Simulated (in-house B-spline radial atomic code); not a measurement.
# RPA and GW calculation for Te⁵⁺

System: Te⁵⁺, configuration [Kr] 4d10 5s1.
Method: RPA, second-order and SOSEX correlation energies and G0W0 (contour deformation) on a non-relativistic mean field, all electrons, B-spline basis (in-house B-spline radial atomic code).

### Input
```
Z = 52
electrons = 47.0
configuration = [Kr] 4d10 5s1
hamiltonian = nr
method = lda,
lmax = 9
spin_polarised = True
box_radius = 10.43
intervals = 52
ion_configuration = [Kr] 4d10
```

Launched within a batch (the task file carries these settings):
```bash
python <driver script> task.json out
```

The program writes its results to a structured record and prints no log; tables and figures of this report are taken from that record.

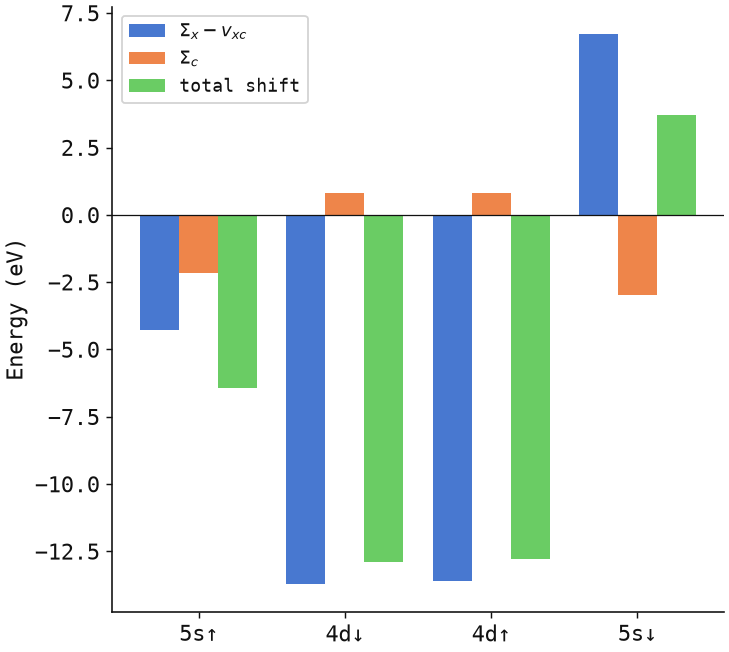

**Figure 1.** Parts of the G₀W₀ correction to each level for Te⁵⁺ ([Kr] 4d¹⁰ 5s). All-electron spherical atom, non-relativistic, LDA exchange-only start, no spin-orbit coupling, Breit or QED terms; computed with a B-spline radial code. The quasi-particle equation is solved at full frequency; levels of low quasi-particle weight Z are left out. Σ columns are in eV, and Σc holds an estimate for the angular momenta beyond the basis. G₀W₀ moves the highest occupied level, 5s↑, from −62.75 to −69.18 eV (renormalisation factor Z = 0.97). The empty level 5s↓ goes from −60.55 to −56.82 eV.

| Level | Mean field (eV) | Σx − vxc (eV) | Σc (eV) | Z | G₀W₀ (eV) |
| --- | --- | --- | --- | --- | --- |
| 5s↑ | −62.75 | −4.26 | −2.18 | 0.97 | −69.18 |
| 4d↓ | −98.25 | −13.72 | 0.82 | 0.94 | −111.15 |
| 4d↑ | −98.62 | −13.62 | 0.82 | 0.94 | −111.42 |
| 5s↓ | −60.55 | 6.71 | −2.98 | 0.95 | −56.82 |

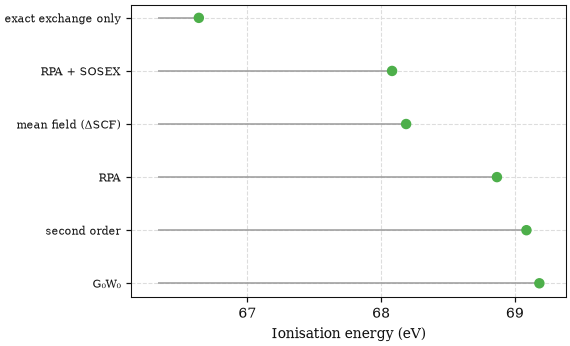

**Figure 2.** The ionisation energy of Te⁵⁺ ([Kr] 4d¹⁰ 5s → [Kr] 4d¹⁰) across levels of theory. Differences of total energies, each species on its own start, beside the G₀W₀ level. The values run from 66.64 eV (exact exchange only) to 69.18 eV (G₀W₀).

| Method | Ionisation energy (eV) |
| --- | --- |
| mean field (ΔSCF) | 68.19 |
| exact exchange only | 66.64 |
| second order | 69.09 |
| RPA | 68.87 |
| RPA + SOSEX | 68.08 |
| G₀W₀ | 69.18 |

### Summary

```
                                                                   quantity                      value
                                                                    outcome                  converged
                                                    mean-field total energy        −6598.41195 hartree
                                     total energy with exact exchange alone        −6606.48313 hartree
                                                      exact exchange energy         −167.16509 hartree
RPA correlation, extrapolated in the angular momentum of the empty orbitals           −3.69641 hartree
                                                 RPA correlation, as summed           −3.63572 hartree
                                                   direct second-order term           −4.18219 hartree
                                                 second-order exchange term            1.15280 hartree
                                                                 SOSEX term            1.07570 hartree
                                                                   hardware  1 CPU thread, shared host
                                                                  wall time                      7.5 s
```

### Notes

Relativity is left out, which matters for an atom this heavy. Limits: relativity is absent.
